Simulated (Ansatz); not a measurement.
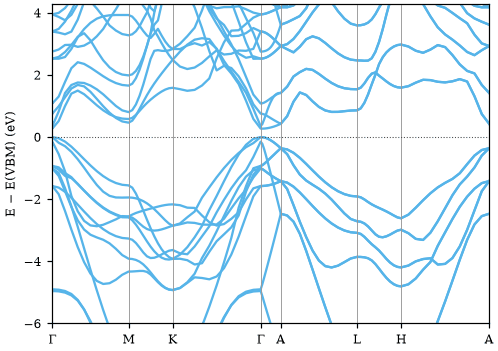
Fig. 1. Band structure from r²SCAN (plane waves, PAW; program Ansatz)

Read off the gap and where the band edges lie.

About 0.3 eV (0.27 eV by a search for the band edges); maximum at Γ, minimum on the Γ–A line, 9 % of the way from Γ.

Which compound is it?
(A) Ge, P6_3/mmc (Ge on 4e, Ge on 4f)
(B) Si, P6_3/mmc (Si on 4f)
(C) CdTe, wurtzite
(D) ZnO, wurtzite

A, Ge, P6_3/mmc (Ge on 4e, Ge on 4f)

The workflow started from a Materials Project entry (that database holds measured and hypothetical structures alike); the Crystallography Open Database copy checked does not list it. It is not the phase usual at ambient conditions (space group No. 227). The cell was relaxed with r²SCAN under the symmetry of its start; of distortions, only those at the zone centre were tested. Scalar-relativistic: spin–orbit coupling is off unless named, which matters more the heavier the elements.

Potentials: the earlier of the program's two PAW sets.
